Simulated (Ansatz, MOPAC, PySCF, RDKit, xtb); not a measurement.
C2H4 (SMILES C=C) and C2H6O (SMILES COC) are pulled apart as rigid monomers along the line of their centres of mass, from the B3LYP-D3(BJ)/def2-TZVP minimum. Starting geometry (charge 0, multiplicity 1):
```xyz
15

C      0.518    -0.504     0.288
C     -0.398     0.437     0.469
H      0.860    -0.790    -0.700
H      0.967    -1.029     1.123
H     -0.735     0.719     1.459
H     -0.842     0.958    -0.371
C      0.704     0.765     4.145
O     -0.654     0.485     3.886
C     -0.966    -0.882     4.042
H      1.364     0.220     3.459
H      0.976     0.501     5.176
H      0.850     1.834     4.001
H     -0.385    -1.507     3.351
H     -2.025    -1.002     3.821
H     -0.771    -1.221     5.067
```

Interaction energies with rigid monomers; basis-set methods are counterpoise corrected unless marked otherwise.

Rows in 3-21G carry no dispersion term and start afresh at each structure. The state that AM1 reach isn't checked.

The values were computed with Ansatz (Gaussian basis) for Hartree–Fock, density functionals and correlated methods; MOPAC for AM1 (differences of heats of formation); PySCF for 3-21G rows, the dispersion terms; RDKit for the force fields; xtb for the GFN methods. 

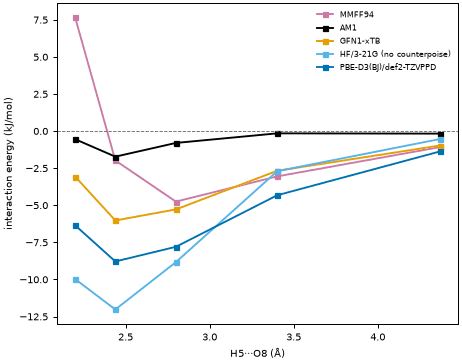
Figure: Interaction energy against separation

Q: Which level binds most strongly at H5···O8 = 2.44, and by how much?

A: HF/3-21G (no counterpoise), -12 kJ/mol.

Ansatz is a quantum-chemistry and plane-wave program.
